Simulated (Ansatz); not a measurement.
# One shape, several levels: InH2F (SMILES [F][InH2])

Wanted: a comparison of 6 runs (UPBE0/STO-3G, revPBE/STO-3G, wB97X/STO-3G, MP2/STO-3G, BCCD(T)/STO-3G, CCSDTQ/STO-3G) of InH2F. 

The calculation is run with Ansatz 0.2.0.

57 further runs of the same task are left out: 3 that didn't finish, 54 set aside as unsound or not needed.

## (1) The molecule

InH2F: 4 atoms, total charge 0, spin state singlet. As SMILES, `[F][InH2]`. The In2–F1 distance was set to 2.942 Å, away from the relaxed value. At this shape a bond of the SMILES string is far longer than usual.

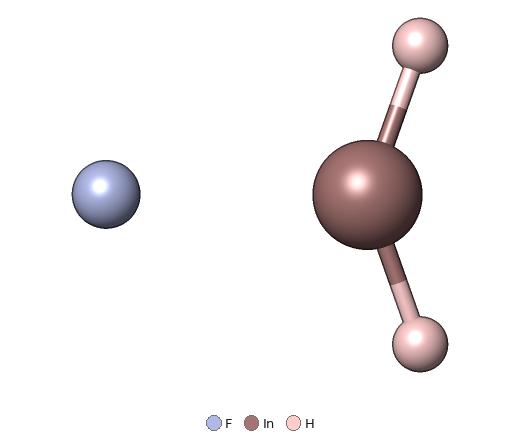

The structure, seen from a chosen angle (fluorine light blue, indium brown, hydrogen pink).

## (2) A single-point energy at UPBE0/STO-3G (run 1)

in.yaml reads:

```yaml
crystal:
  periodic: [false, false, false]
  atoms:
    - {symbol: F, position_ang: [-2.544857, -0.970234, 0.296045]}
    - {symbol: In, position_ang: [0.194400, 0.052300, -0.026300]}
    - {symbol: H, position_ang: [1.304300, -0.965100, 0.767900]}
    - {symbol: H, position_ang: [0.188600, 1.481900, -0.950400]}
basis:
  gaussian:
    orbitals: STO-3G
magnetization:
  spin_polarized: true
  initial_magnetization: 0
hamiltonian:
  xc: {name: PBE0}
accuracy: high
```

On the command line:

```sh
$ ansatz run in.yaml --threads 1 --pin off --max-ram 2610MiB --events-out events.jsonl --progress --plain --runs-dir runs
```

The program printed:

```text
Warning: RAYON_NUM_THREADS=1 ignored (pool sized by the plan → 1); use --threads N
Functional definition: PBE0
  name "PBE0"
  parameter a = 0.25
  parameter kappa = 0.804
  parameter beta = 0.06672455060314922
  exchange = (1 - a)*pbe_x(kappa = kappa, mu = beta*pi^2/3) + a*exact_x
  correlation = pbe_c(beta = beta)
595 factors; integrals over basis functions are off by at most 3.9e-8 eV
mean field evaluation 1: about -157381.8223 eV, gradient 1.5e1 eV
mean field evaluation 2: about -157072.9237 eV, gradient 5.4e1 eV
mean field evaluation 4: about -157382.4343 eV, gradient 1.2e1 eV
mean field evaluation 8: about -157382.4126 eV, gradient 1.2e1 eV
mean field evaluation 16: about -157388.3677 eV, gradient 3.9e-5 eV
mean field evaluation 32: about -157388.3486 eV, gradient 1.2e0 eV
mean field evaluation 64: about -157387.9330 eV, gradient 5.6e0 eV
mean field -157388.64091559 eV, -5783.9258717954 hartree, gradient 7.1e-9 eV, S^2 0.521854; 9 other end points of the search recorded, 0 dependent functions left out
reference -157388.64091689 eV, -5783.9258718433 hartree; 30, 30 occupied and 4, 4 virtual orbitals, 595 factors
Total energy: -157388.64091689 eV, -5783.9258718433 hartree
```

Run time: 8.1 s. Hardware: 1 thread of Arm Neoverse V2, shared host; peak memory 0.17 GiB.

## (3) The energy at revPBE/STO-3G (run 2)

run.yaml reads:

```yaml
basis:
  gaussian:
    orbitals: STO-3G
crystal:
  periodic: [false, false, false]
  atoms:
    - {symbol: F, position_ang: [-2.544857, -0.970234, 0.296045]}
    - {symbol: In, position_ang: [0.194400, 0.052300, -0.026300]}
    - {symbol: H, position_ang: [1.304300, -0.965100, 0.767900]}
    - {symbol: H, position_ang: [0.188600, 1.481900, -0.950400]}
accuracy: high
hamiltonian:
  xc: {name: revPBE}
total_charge: 0
```

On the command line:

```sh
$ ansatz run run.yaml --threads 1 --pin off --max-ram 2610MiB --events-out events.jsonl --progress --plain --runs-dir runs
```

The program printed:

```text
Warning: RAYON_NUM_THREADS=1 ignored (pool sized by the plan → 1); use --threads N
Functional definition: revPBE
  name "revPBE"
  parameter kappa = 1.245
[... 1 set-up line as earlier in the session ...]
  exchange = pbe_x(kappa = kappa, mu = beta*pi^2/3)
[... 1 set-up line as earlier in the session ...]
595 factors; integrals over basis functions are off by at most 3.9e-8 eV
mean field evaluation 1: about -157377.9118 eV, gradient 4.1e1 eV
mean field evaluation 2: about -157068.4345 eV, gradient 5.0e1 eV
mean field evaluation 4: about -157379.6162 eV, gradient 1.3e1 eV
mean field evaluation 8: about -157359.7321 eV, gradient 9.5e1 eV
mean field evaluation 16: about -157388.9128 eV, gradient 1.3e-2 eV
mean field evaluation 32: about -157382.1274 eV, gradient 3.8e1 eV
mean field -157388.91276463 eV, -5783.9358620635 hartree, gradient 3.1e-8 eV, S^2 0.000000; 2 other end points of the search recorded, 0 dependent functions left out
reference -157388.91276673 eV, -5783.9358621407 hartree; 30, 30 occupied and 4, 4 virtual orbitals, 595 factors
Total energy: -157388.91276673 eV, -5783.9358621407 hartree
```

Run time: 1.8 s. Hardware: 1 thread of Arm Neoverse V2, shared host; peak memory 0.099 GiB.

Runs 3 to 5 aren't shown in full; the table further down has their settings and results.

## (4) A single-point energy at CCSDTQ/STO-3G (run 6)

run.yaml reads:

```yaml
crystal:
  periodic: [false, false, false]
  atoms:
    - symbol: F
      position_ang: [-2.544857, -0.970234, 0.296045]
    - symbol: In
      position_ang: [0.194400, 0.052300, -0.026300]
    - symbol: H
      position_ang: [1.304300, -0.965100, 0.767900]
    - symbol: H
      position_ang: [0.188600, 1.481900, -0.950400]
basis:
  gaussian:
    orbitals: STO-3G
correlation:
  method: ccsdtq
  frozen_orbitals: {F: 1, H: 0, In: 18}
accuracy: high
scf:
  omitted_lower_state_checks: [cluster_reference, increment]
```

On the command line:

```sh
$ ansatz run run.yaml --threads 1 --pin off --max-ram 2610MiB --events-out events.jsonl --progress --plain --runs-dir runs
```

The program printed:

```text
Warning: RAYON_NUM_THREADS=1 ignored (pool sized by the plan → 1); use --threads N
[... 12 lines left out ...]
19 core orbitals not correlated: weight in the atoms' cores, before any rotation towards them, 1.000 or more for the frozen orbitals, at most 0.000 for the correlated occupied ones
[... 63 lines left out ...]
WARN: these amplitudes may be one of several solutions (largest doubles amplitude 0.54, level shift 6.41 eV)
Total energy: -157336.50936383 eV, -5782.0100726044 hartree
Checks for a lower state left out: cluster_reference, increment
```

It took 21 s on 1 thread of Arm Neoverse V2, shared host; peak memory 0.22 GiB.

## (5) The series

```csv
run,level,frozen core orbitals,energy (Eh),wall time
1,UPBE0/STO-3G,–,-5783.925872,8.1 s
2,revPBE/STO-3G,–,-5783.935862,1.8 s
3,wB97X/STO-3G,–,-5784.407956,5.7 s
4,MP2/STO-3G,19,-5781.946778,0.68 s
5,BCCD(T)/STO-3G,19,-5782.008515,0.62 s
6,CCSDTQ/STO-3G,19,-5782.010073,21 s
```

## (6) Results

| quantity | value |
| --- | --- |
| run 6: total energy | -5782.01007 Eh |
| run 6: correlation energy (19 core orbitals frozen) | -148.9 mEh |
| run 6: T1 diagnostic | 0.036 |

Totals of different functionals can't be ranked against each other. In runs 4, 5, 6 the log says that unrestricted orbitals would lower the reference, so the values rest on an unstable closed-shell determinant (other closed-shell runs at this shape may share the fault). In runs 1, 2, 3, 4, 5, 6 the basis is minimal, so the values are rough. In runs 1, 2, 3, 4, 5, 6 relativity is left out where basis or elements ask for it. Spin contamination of the reference: run 1 ⟨S²⟩ = 0.52. All runs together took 38 s, the longest 21 s.
